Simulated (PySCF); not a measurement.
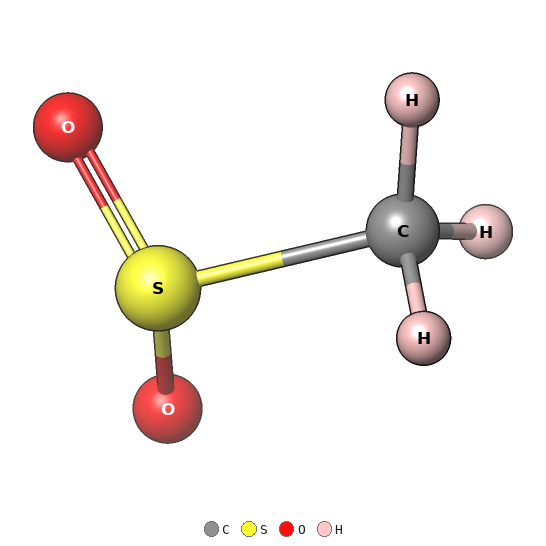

Orthographic view. Depth is shown by fading: the farther an atom, the more it takes the colour of the background. The species has charge −1 and is a spin singlet. Geometry: a frame of a GFN2-xTB molecular-dynamics simulation, not a minimum.

Write the InChI string.

InChI=1S/CH4O2S/c1-4(2)3/h1H3,(H,2,3)/p-1
